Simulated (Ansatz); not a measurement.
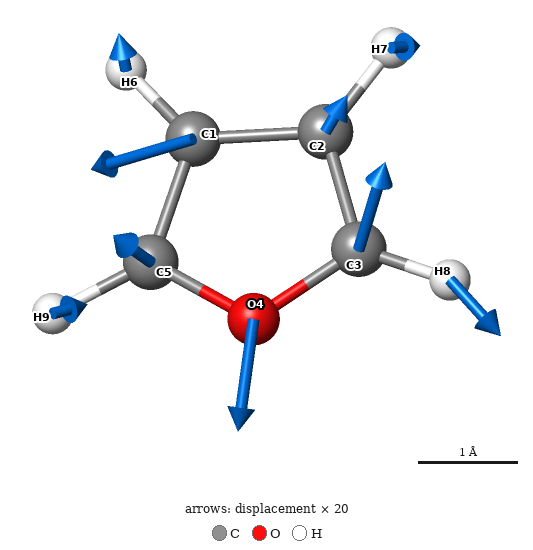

This is a relaxation of C₄H₄O (coarse preliminary run). The starting structure is drawn; blue arrows show the displacements, 20 times their true length. The two geometries are superimposed by the best rigid fit.

A ball-and-stick model, seen at a tilt.

The start comes from a force field.

Level of theory: RKS PBE-D4/def2-SVP (Ansatz).

Input
```yaml
crystal:
  periodic: [false, false, false]
  atoms:
    - {symbol: C, position_ang: [0.325000, 0.933000, -0.084100]}
    - {symbol: C, position_ang: [0.806400, -0.243200, -0.582500]}
    - {symbol: C, position_ang: [-0.054200, -1.232000, -0.132900]}
    - {symbol: O, position_ang: [-0.956200, -0.691500, 0.615300]}
    - {symbol: C, position_ang: [-0.841300, 0.635900, 0.611500]}
    - {symbol: H, position_ang: [0.658700, 1.992300, -0.254700]}
    - {symbol: H, position_ang: [1.717500, -0.377200, -1.188700]}
    - {symbol: H, position_ang: [0.004800, -2.292700, -0.226900]}
    - {symbol: H, position_ang: [-1.572200, 1.229100, 1.226000]}
basis:
  gaussian: {orbitals: def2-SVP}
hamiltonian: {xc: pbe, dispersion: d4}
relax: {f_tol: 0.03, max_steps: 200}
```

What happened in the run?

The atom that moves furthest after the best rigid fit is C1 (0.066 Å). By element the largest moves are C 0.066 Å, O 0.058 Å, H 0.040 Å. Some distances before and after: C3–O4 1.291 → 1.363 Å, C1–C2 1.365 → 1.437 Å, O4–C5 1.332 → 1.363 Å, C5–H9 1.124 → 1.095 Å. Among the angles between lasting bonds that change: C5–C1–H6 121.8° → 126.6°, O4–C3–H8 120.4° → 115.9°, C1–C5–O4 106.7° → 110.5°. After 5 geometry steps the energy has fallen by 0.353 eV. The largest force component goes from 3.8 to 0.014 eV/Å. The run took roughly 20 core-seconds on a shared host.
